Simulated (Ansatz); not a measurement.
## WSi2 under a change: W on a Si site (antisite)

Consider an 18-atom supercell of WSi2 (space group I4/mmm, No. 139; a = 3.203 Å, c = 7.816 Å) at its relaxed geometry.

It is then changed as follows: one Si atom is replaced by W, atoms relaxed at fixed cell, starting from a slightly rattled geometry.

The values are results of PBEsol (Ansatz, a program for electronic structure; PAW; 420 eV plane waves; scalar-relativistic without spin-orbit coupling), earlier PAW set, not measurements. Settings: 6×6×6 k-points, 0.05 eV Fermi–Dirac smearing.

The pressure goes from zero to 7.4 GPa and the largest displacement of a host atom from its site in the perfect cell amounts to 0.04 Å. The mean distance from the defect site to its nearest host atoms is nearly the same (2.59 Å against 2.60 Å).

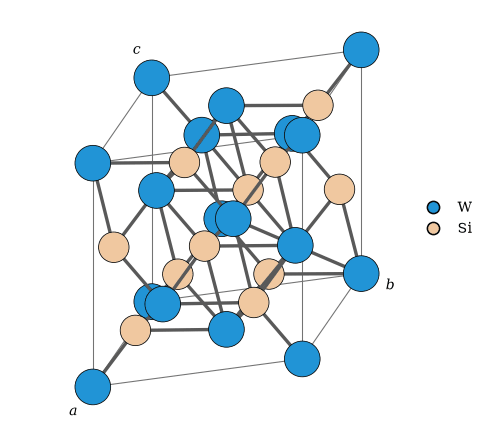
Figure. The relaxed cell after the change

Cost of the whole job for the changed cell (relaxation, final SCF and bands): around 18 core-minutes (rough).

In so small a cell the defect repeats every few ångströms: this is an ordered compound, not a dilute defect. All final runs are without spin polarisation. The defect cell is not spin-polarised.
